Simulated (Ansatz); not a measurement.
# AlF2H2N + H2O: a complex and its separated parts, part 2 of 2

Ansatz 0.2.0, Gaussian basis.

**14. wB97X-V/def2-TZVPP**

The inputs:

parta/in.yaml

```yaml
crystal:
  periodic: [false, false, false]
  atoms:
    - {symbol: Al, position_ang: [-0.341582, -0.869138, 0.207600]}
    - {symbol: F, position_ang: [-1.065390, -1.606287, -1.066113]}
    - {symbol: F, position_ang: [-1.251745, -0.491572, 1.518630]}
    - {symbol: N, position_ang: [1.362460, -0.493984, 0.169276]}
    - {symbol: H, position_ang: [1.862676, -0.041886, 0.915844]}
    - {symbol: H, position_ang: [1.974123, -0.700464, -0.602225]}
basis:
  gaussian: {orbitals: def2-TZVPP}
hamiltonian: {xc: {name: wB97X-V}}
```

partb/in.yaml

```yaml
crystal:
  periodic: [false, false, false]
  atoms:
    - {symbol: O, position_ang: [-0.930616, 1.080521, -0.585093]}
    - {symbol: H, position_ang: [-0.092095, 1.545467, -0.546338]}
    - {symbol: H, position_ang: [-1.517831, 1.577341, -0.011382]}
basis:
  gaussian: {orbitals: def2-TZVPP}
hamiltonian: {xc: {name: wB97X-V}}
```

Each run has its own folder and the same command.

Run with:

```sh
$ ansatz run in.yaml --threads 4 --pin off --events-out ev --progress --plain --max-ram 9574MiB
```

Output in parta, shortened:

```text
Functional definition: wB97X-V
  name "wB97X-V"
  cite "Mardirossian & Head-Gordon, Phys. Chem. Chem. Phys. 16, 9904 (2014) doi:10.1039/C3CP54374A"
  cite "Becke, J. Chem. Phys. 107, 8554 (1997) doi:10.1063/1.475007"
  cite "Vydrov & Van Voorhis, J. Chem. Phys. 133, 244103 (2010) doi:10.1063/1.3521275"
[...]
      + integral(e_c_pw_opposite_spin*poly(b97_u_opposite, cos0, cos1)) + vv10(b, c)
873 factors; their error is unknown
189 factors; integrals over basis functions are off by at most 9.4e-6 eV
[...]
mean field -13558.58264769 eV, -498.2687219653 hartree, gradient 4.3e-5 eV, S^2 0.000000; 0 other end points of the search recorded, 0 dependent functions left out
reference -13558.58264579 eV, -498.2687218954 hartree; 20, 20 occupied and 143, 143 virtual orbitals, 873 factors
Total energy: -13558.58264579 eV, -498.2687218954 hartree
```

partb printed, shortened:

```text
[... 5 set-up lines as earlier in the session ...]
[...]
      + integral(e_c_pw_opposite_spin*poly(b97_u_opposite, cos0, cos1)) + vv10(b, c)
269 factors; their error is unknown
69 factors; integrals over basis functions are off by at most 2.2e-5 eV
[...]
mean field -2079.88767178 eV, -76.4344621395 hartree, gradient 2.2e-5 eV, S^2 0.000000; 0 other end points of the search recorded, 0 dependent functions left out
reference -2079.88767089 eV, -76.4344621066 hartree; 5, 5 occupied and 54, 54 virtual orbitals, 269 factors
Total energy: -2079.88767089 eV, -76.4344621066 hartree
```

Times: 2.9 s (parta), 0.4 s (partb) on 4 threads of Arm Neoverse V1, shared host.

**15. wB97M-V/def2-TZVPP**

Each input of step 14 (parta, partb) changes in the same lines:

```diff
-hamiltonian: {xc: {name: wB97X-V}}
+hamiltonian: {xc: {name: wB97M-V}}
```

The same command starts each run, in its folder.

Run with:

```sh
$ ansatz run in.yaml --threads 4 --pin off --events-out ev --progress --plain --max-ram 9574MiB
```

parta printed, shortened:

```text
Functional definition: wB97M-V
  name "wB97M-V"
  cite "Mardirossian & Head-Gordon, J. Chem. Phys. 144, 214110 (2016) doi:10.1063/1.4952647"
[... 2 set-up lines as earlier in the session ...]
  # Of w^i u^j: cxij and so on, Table III.
[...]
  gx(w, u) = 1 - cx + cx01*u + cx10*w
[...]
      + integral(e_c_pw_mod_opposite_spin*gos(b97_w_opposite, b97_u_opposite)) + vv10(b, c)
857 factors; their error is unknown
189 factors; integrals over basis functions are off by at most 9.4e-6 eV
[...]
mean field -13559.86000562 eV, -498.3156640033 hartree, gradient 6.5e-5 eV, S^2 0.000000; 0 other end points of the search recorded, 0 dependent functions left out
reference -13559.86005244 eV, -498.3156657241 hartree; 20, 20 occupied and 143, 143 virtual orbitals, 857 factors
Total energy: -13559.86005244 eV, -498.3156657241 hartree
```

Output in partb, shortened:

```text
[... 5 set-up lines as earlier in the session ...]
  # Of w^i u^j: cxij and so on, Table III.
[...]
  gx(w, u) = 1 - cx + cx01*u + cx10*w
[...]
      + integral(e_c_pw_mod_opposite_spin*gos(b97_w_opposite, b97_u_opposite)) + vv10(b, c)
269 factors; their error is unknown
69 factors; integrals over basis functions are off by at most 2.2e-5 eV
[...]
mean field -2079.85938178 eV, -76.4334225010 hartree, gradient 2.9e-5 eV, S^2 0.000000; 0 other end points of the search recorded, 0 dependent functions left out
reference -2079.85940379 eV, -76.4334233098 hartree; 5, 5 occupied and 54, 54 virtual orbitals, 269 factors
Total energy: -2079.85940379 eV, -76.4334233098 hartree
```

Wall times: 3.3 s (parta), 0.4 s (partb) on 4 threads of Arm Neoverse V1, shared host.

**16. B2PLYP/def2-TZVPP**

Each input of step 15 (parta, partb) changes in the same lines:

```diff
-hamiltonian: {xc: {name: wB97M-V}}
+hamiltonian: {xc: {name: B2PLYP}}
```

Each run has its own folder and the same command.

Run with:

```sh
$ ansatz run in.yaml --threads 4 --pin off --events-out ev --progress --plain --max-ram 9574MiB
```

Log of parta, shortened:

```text
Functional definition: B2PLYP
  name "B2PLYP"
  cite "Grimme, J. Chem. Phys. 124, 034108 (2006) doi:10.1063/1.2148954"
[... 2 set-up lines as earlier in the session ...]
[...]
1015 factors; integrals over basis functions are off by at most 8.8e-4 eV
[...]
mean field -13548.21428464 eV, -497.8876916509 hartree, gradient 3.3e-6 eV, S^2 0.000000; 0 other end points of the search recorded, 0 dependent functions left out
8 core orbitals not correlated: weight in the atoms' cores, before any rotation towards them, 1.000 or more for the frozen orbitals, at most 0.000 for the correlated occupied ones
reference -13548.21442605 eV, -497.8876968479 hartree; 12, 12 occupied and 143, 143 virtual orbitals, 1015 factors
second order -25.58204975 eV of doubles, -0.00000000 eV of singles
Total energy: -13555.12157949 eV, -498.1415300547 hartree
```

Output in partb, shortened:

```text
[... 5 set-up lines as earlier in the session ...]
[...]
361 factors; integrals over basis functions are off by at most 7.6e-4 eV
[...]
mean field -2077.03827890 eV, -76.3297488826 hartree, gradient 8.4e-7 eV, S^2 0.000000; 0 other end points of the search recorded, 0 dependent functions left out
1 core orbitals not correlated: weight in the atoms' cores, before any rotation towards them, 1.000 or more for the frozen orbitals, at most 0.000 for the correlated occupied ones
reference -2077.03836393 eV, -76.3297520072 hartree; 4, 4 occupied and 54, 54 virtual orbitals, 361 factors
second order -8.41872530 eV of doubles, -0.00000000 eV of singles
Total energy: -2079.31141976 eV, -76.4132852682 hartree
```

Times: 2 s (parta), 0.25 s (partb) on 4 threads of Arm Neoverse V1, shared host.

**17. PBE-QIDH/def2-TZVPP**

Each input of step 16 (parta, partb) changes in the same lines:

```diff
-hamiltonian: {xc: {name: B2PLYP}}
+hamiltonian: {xc: {name: PBE-QIDH}}
```

One command serves all of them, each in its own folder.

Run with:

```sh
$ ansatz run in.yaml --threads 4 --pin off --events-out ev --progress --plain --max-ram 9574MiB
```

Output in parta, shortened:

```text
Functional definition: PBE-QIDH
  name "PBE-QIDH"
  cite "Brémond, Sancho-García, Pérez-Jiménez & Adamo, J. Chem. Phys. 141, 031101 (2014) doi:10.1063/1.4890314"
[... 1 set-up line as earlier in the session ...]
[...]
1015 factors; integrals over basis functions are off by at most 8.8e-4 eV
[...]
mean field -13540.95798592 eV, -497.6210275915 hartree, gradient 2.1e-6 eV, S^2 0.000000; 0 other end points of the search recorded, 0 dependent functions left out
8 core orbitals not correlated: weight in the atoms' cores, before any rotation towards them, 1.000 or more for the frozen orbitals, at most 0.000 for the correlated occupied ones
reference -13540.95799755 eV, -497.6210280191 hartree; 12, 12 occupied and 143, 143 virtual orbitals, 1015 factors
second order -23.85051560 eV of doubles, -0.00000000 eV of singles
Total energy: -13548.90816942 eV, -497.9131914463 hartree
```

partb printed, shortened:

```text
[... 4 set-up lines as earlier in the session ...]
[...]
361 factors; integrals over basis functions are off by at most 7.6e-4 eV
[...]
mean field -2075.58435189 eV, -76.2763180503 hartree, gradient 2.2e-6 eV, S^2 0.000000; 0 other end points of the search recorded, 0 dependent functions left out
1 core orbitals not correlated: weight in the atoms' cores, before any rotation towards them, 1.000 or more for the frozen orbitals, at most 0.000 for the correlated occupied ones
reference -2075.58435738 eV, -76.2763182521 hartree; 4, 4 occupied and 54, 54 virtual orbitals, 361 factors
second order -7.85899205 eV of doubles, -0.00000000 eV of singles
Total energy: -2078.20402140 eV, -76.3725891291 hartree
```

Wall times: 2 s (parta), 0.25 s (partb) on 4 threads of Arm Neoverse V1, shared host.

**18. RPA on PBE/def2-TZVPP**

The same edit goes into each in.yaml of step 17 (parta, partb):

```diff
-hamiltonian: {xc: {name: PBE-QIDH}}
+hamiltonian: {xc: pbe}
+correlation: {method: rpa}
```

The same command starts each run, in its folder.

Run with:

```sh
$ ansatz run in.yaml --threads 4 --pin off --events-out ev --progress --plain --max-ram 9574MiB
```

parta printed, shortened:

```text
[... 4 set-up lines as earlier in the session ...]
[...]
1015 factors; integrals over basis functions are off by at most 8.8e-4 eV
[...]
mean field -13551.26294158 eV, -497.9997277271 hartree, gradient 4.0e-6 eV, S^2 0.000000; 0 other end points of the search recorded, 0 dependent functions left out
8 core orbitals not correlated: weight in the atoms' cores, before any rotation towards them, 1.000 or more for the frozen orbitals, at most 0.000 for the correlated occupied ones
reference -13515.75647900 eV, -496.6948892944 hartree; 12, 12 occupied and 143, 143 virtual orbitals, 1015 factors
Total energy: -13548.34828274 eV, -497.8926159904 hartree
```

Log of partb, shortened:

```text
[... 4 set-up lines as earlier in the session ...]
[...]
361 factors; integrals over basis functions are off by at most 7.6e-4 eV
[...]
mean field -2078.40755396 eV, -76.3800688126 hartree, gradient 2.1e-6 eV, S^2 0.000000; 0 other end points of the search recorded, 0 dependent functions left out
1 core orbitals not correlated: weight in the atoms' cores, before any rotation towards them, 1.000 or more for the frozen orbitals, at most 0.000 for the correlated occupied ones
reference -2069.53696323 eV, -76.0540806161 hartree; 4, 4 occupied and 54, 54 virtual orbitals, 361 factors
Total energy: -2080.48260136 eV, -76.4563253983 hartree
```

They took 1.9 s (parta), 0.25 s (partb) on 4 threads of Arm Neoverse V1, shared host.

**19. CCSD(T)/def2-TZVPP**

Each input of step 18 (parta, partb) changes in the same lines:

```diff
-hamiltonian: {xc: pbe}
-correlation: {method: rpa}
+correlation: {method: ccsd_t}
```

Each run has its own folder and the same command.

Run with:

```sh
$ ansatz run in.yaml --threads 4 --pin off --events-out ev --progress --plain --max-ram 9574MiB
```

Log of parta, shortened:

```text
Functional definition: HF
  name "HF"
  cite "Fock, Z. Phys. 61, 126 (1930) doi:10.1007/BF01340294"
[... 1 set-up line as earlier in the session ...]
[...]
1015 factors; integrals over basis functions are off by at most 8.8e-4 eV
[...]
mean field -13517.01589373 eV, -496.7411719320 hartree, gradient 8.6e-6 eV, S^2 0.000000; 0 other end points of the search recorded, 0 dependent functions left out
8 core orbitals not correlated: weight in the atoms' cores, before any rotation towards them, 1.000 or more for the frozen orbitals, at most 0.000 for the correlated occupied ones
reference -13517.01589373 eV, -496.7411719320 hartree; 12, 12 occupied and 143, 143 virtual orbitals, 1015 factors
second order -21.52361096 eV of doubles, -0.00000000 eV of singles
cycle   1  -21.26295649 eV  change    2.6e-1 eV  update   9.0e-2
[...]
cycle   9  -21.73936762 eV  change   -3.6e-6 eV  update   1.3e-5
perturbative correction -0.64971851 eV, -0.0238767150 hartree
Total energy: -13539.40497986 eV, -497.5639556714 hartree
```

Output in partb, shortened:

```text
[... 4 set-up lines as earlier in the session ...]
[...]
361 factors; integrals over basis functions are off by at most 7.6e-4 eV
[...]
mean field -2069.76240911 eV, -76.0623655994 hartree, gradient 3.6e-6 eV, S^2 0.000000; 0 other end points of the search recorded, 0 dependent functions left out
1 core orbitals not correlated: weight in the atoms' cores, before any rotation towards them, 1.000 or more for the frozen orbitals, at most 0.000 for the correlated occupied ones
reference -2069.76240911 eV, -76.0623655994 hartree; 4, 4 occupied and 54, 54 virtual orbitals, 361 factors
second order -7.10556665 eV of doubles, -0.00000000 eV of singles
cycle   1  -7.11162800 eV  change   -6.1e-3 eV  update   4.1e-2
[...]
cycle   8  -7.26608392 eV  change    3.3e-6 eV  update   7.2e-6
perturbative correction -0.20740331 eV, -0.0076219310 hartree
Total energy: -2077.23589633 eV, -76.3370111891 hartree
```

Wall times: 18 s (parta), 0.25 s (partb) on 4 threads of Arm Neoverse V1, shared host; peak memory 1.3 GiB.

**20. Vibrations of AlF2H2N**

File vib-parta/in.yaml:

```yaml
crystal:
  periodic: [false, false, false]
  atoms:
    - {symbol: Al, position_ang: [-0.341582, -0.869138, 0.207600]}
    - {symbol: F, position_ang: [-1.065390, -1.606287, -1.066113]}
    - {symbol: F, position_ang: [-1.251745, -0.491572, 1.518630]}
    - {symbol: N, position_ang: [1.362460, -0.493984, 0.169276]}
    - {symbol: H, position_ang: [1.862676, -0.041886, 0.915844]}
    - {symbol: H, position_ang: [1.974123, -0.700464, -0.602225]}
basis:
  gaussian: {orbitals: def2-TZVP}
hamiltonian: {xc: pbe0, dispersion: d4}
phonons: {temperatures: {t_min: 298.15, t_max: 900, t_step: 200}}
```

Run with:

```sh
$ ansatz run in.yaml --threads 4 --pin off --events-out ev --progress --plain --max-ram 9574MiB
```

What it wrote, shortened:

```text
[... 5 set-up lines as earlier in the session ...]
[...]
834 factors; their error is unknown
[...]
mean field -13551.88760412 eV, -498.0226836519 hartree, gradient 1.2e-5 eV, S^2 0.000000; 0 other end points of the search recorded, 0 dependent functions left out
[...]
Atom 3 at     1.362460    -0.493984     0.169276 Å, force     0.000275     0.000200    -0.000672 eV/Å
Atom 4 at     1.862676    -0.041886     0.915844 Å, force     0.000512    -0.001057     0.000170 eV/Å
Atom 5 at     1.974123    -0.700464    -0.602225 Å, force    -0.000781     0.000833     0.000208 eV/Å
Dipole moment:     0.522152     0.115075    -0.012039 e Å
Vibrations: 200.10 245.47 286.33 370.56 378.16 676.64 688.32 933.99 939.31 1563.65 3624.75 3716.46 cm⁻¹, zero-point energy 0.844563 eV
```

Run time: 29 s. Hardware: 4 threads of Arm Neoverse V1, shared host.

Wavenumbers and character of the modes:

```csv
mode,wavenumber (cm⁻¹),character
1,200,bend
2,245,bend
3,286,torsion with out-of-plane bend
4,371,torsion
5,378,torsion with out-of-plane bend
6,677,bend
7,688,Al–F and Al–N stretch
8,934,Al–N and Al–F stretch
9,939,Al–F stretch
10,1564,bend
11,3625,N–H stretch
12,3716,N–H stretch
```

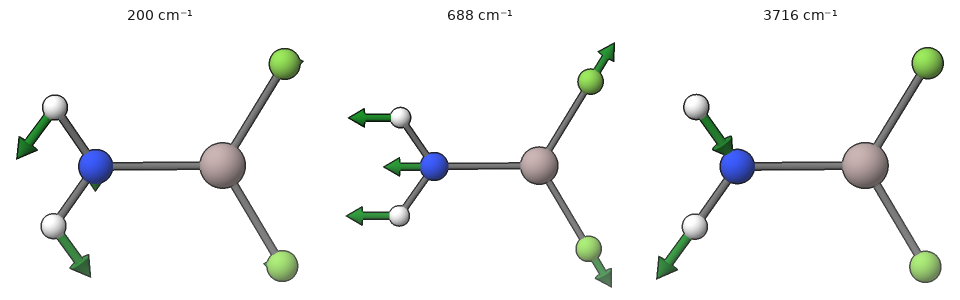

How the atoms move in 3 of the modes.

Vibrational sums (real modes only):

```csv
T (K),entropy (J/mol/K),heat capacity (J/mol/K)
298,35.2,46.2
498,63.3,62.5
698,85.8,70.9
898,104.4,76.3
```

**21. Vibrations of H2O**

File vib-partb/in.yaml:

```yaml
crystal:
  periodic: [false, false, false]
  atoms:
    - {symbol: O, position_ang: [-0.930616, 1.080521, -0.585093]}
    - {symbol: H, position_ang: [-0.092095, 1.545467, -0.546338]}
    - {symbol: H, position_ang: [-1.517831, 1.577341, -0.011382]}
basis:
  gaussian: {orbitals: def2-TZVP}
hamiltonian: {xc: pbe0, dispersion: d4}
phonons: {temperatures: {t_min: 298.15, t_max: 900, t_step: 200}}
```

Run with:

```sh
$ ansatz run in.yaml --threads 4 --pin off --events-out ev --progress --plain --max-ram 9574MiB
```

What it wrote, shortened:

```text
[... 5 set-up lines as earlier in the session ...]
[...]
239 factors; their error is unknown
[...]
mean field -2078.33307681 eV, -76.3773318279 hartree, gradient 1.2e-5 eV, S^2 0.000000; 0 other end points of the search recorded, 0 dependent functions left out
[...]
Total energy: -2078.33734664 eV, -76.3774887413 hartree
Atom 0 at    -0.930616     1.080521    -0.585093 Å, force     0.000014     0.000053     0.000034 eV/Å
Atom 1 at    -0.092095     1.545467    -0.546338 Å, force    -0.000080    -0.000025     0.000011 eV/Å
Atom 2 at    -1.517831     1.577341    -0.011382 Å, force     0.000067    -0.000028    -0.000045 eV/Å
Dipole moment:     0.092664     0.354630     0.225833 e Å
Vibrations: 1622.88 3851.60 3959.33 cm⁻¹, zero-point energy 0.584821 eV
```

It took 0.65 s on 4 threads of Arm Neoverse V1, shared host.

The modes, with what each moves most:

```csv
mode,wavenumber (cm⁻¹),character
1,1623,bend
2,3852,O–H stretch
3,3959,O–H stretch
```

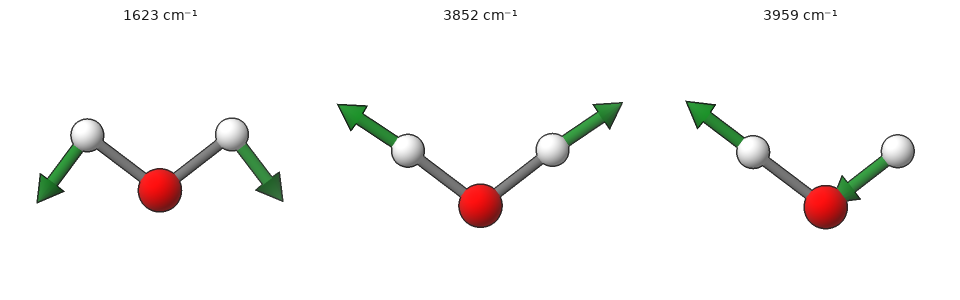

How the atoms move in 3 of the modes.

Vibrational sums (real modes only):

```csv
T (K),entropy (J/mol/K),heat capacity (J/mol/K)
298,0.0,0.2
498,0.4,1.7
698,1.4,3.9
898,2.6,6.1
```

**22. Complex less separated parts**

The complex's own energies come from single points at the same levels.

Rows are in def2-TZVPP; times add the 3 runs of a level on a shared host, so small differences are noise.

Differences are taken before rounding.

```csv
method,rung,complex less parts (eV),from CCSD(T) (eV),time
SPW92,LDA,-1.350,-0.285,1.7 s
PBE-D4,GGA,-1.049,+0.016,2.7 s
BLYP-D4,GGA,-0.971,+0.094,2.8 s
r2SCAN-D4,meta-GGA,-1.137,-0.072,5.8 s
B97M-V,meta-GGA,-1.099,-0.034,10 s
PBE0-D4,hybrid,-1.097,-0.032,3.5 s
B3LYP-D4,hybrid,-1.037,+0.028,3.5 s
r2SCAN0-D4,hybrid,-1.162,-0.098,6.2 s
BHLYP-D4,hybrid,-1.114,-0.049,3.5 s
CAM-B3LYP-D4,range-separated hybrid,-1.108,-0.043,3.7 s
wB97X-V,range-separated hybrid,-1.095,-0.030,9.3 s
wB97M-V,range-separated hybrid,-1.111,-0.046,11 s
B2PLYP,double hybrid,-1.009,+0.055,6.5 s
PBE-QIDH,double hybrid,-1.101,-0.036,6.5 s
RPA on PBE,RPA,-0.999,+0.066,6.7 s
Hartree-Fock,wavefunction,-0.942,+0.123,
MP2,wavefunction,-1.052,+0.013,
CCSD,wavefunction,-1.045,+0.020,
CCSD(T),wavefunction,-1.065,0,2.3 min
```

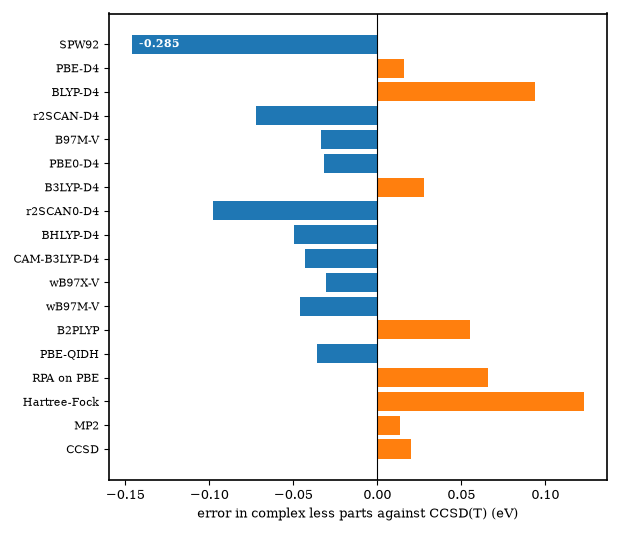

Deviations from CCSD(T), method by method. Bars with a number in them are cut short.

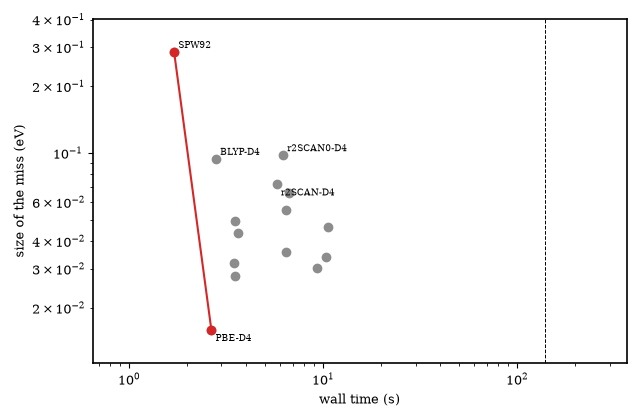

Miss against cost. Red marks the levels that no quicker level drawn beats (of those quicker than the yardstick), and the dashed line is the time of CCSD(T). Only those levels and the largest misses are named. Times are from a shared host.

PBE-D4 reaches 0.016 eV from the reference in 2.7 s, where CCSD(T) took 2.3 min; the quickest level in the cost chart, SPW92, takes 1.7 s and misses by 0.285 eV.

The complex's zero-point energy, from a separate PBE0-D4 run, is 1.542 eV.

**23. Outcome**

The summary covers parts 1 to 2.

| quantity | value |
| --- | --- |
| complex less parts, CCSD(T)/def2-TZVPP | -1.065 eV |
| with zero-point energy | -0.953 eV |
| largest T1 diagnostic | 0.012 |

**Reading.** At CCSD(T) the complex lies 1.065 eV below its parts. The functionals run from PBE-D4, off by +0.016 eV, to SPW92, off by -0.285 eV, against CCSD(T). By rung, the mean size of the error is: LDA 0.285, GGA 0.055, meta-GGA 0.053, hybrid 0.052, range-separated hybrid 0.040, double hybrid 0.046 eV. PBE-D4 gives a relative energy 0.016 eV too high, inside chemical accuracy (1 kcal/mol, 0.043 eV). No counterpoise was applied, and triple zeta lacks some correlation, so the CCSD(T) reference has a basis error of its own, and close matches with it are partly luck.
